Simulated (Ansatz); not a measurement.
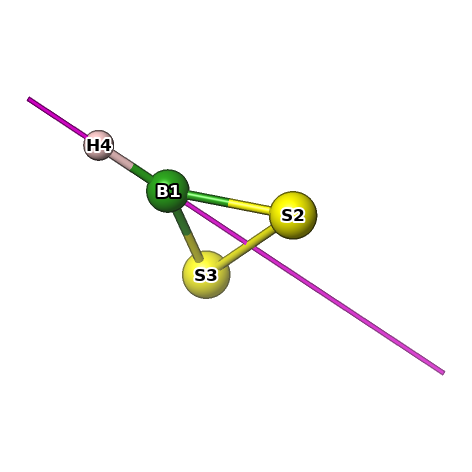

A line through the centre of mass is drawn in. Depth is shown by fading: the farther an atom, the more it takes the colour of the background. The computed structure is the end point of a PBE0-D4/def2-TZVP optimisation. No frequency run is at hand to confirm it as a minimum.

> Is the line a proper rotation axis of the structure, and of what order?

Yes, a C2 axis. A turn by 180° leaves B1, H4 in place and moves S2 ↔ S3. The point group is C2v.
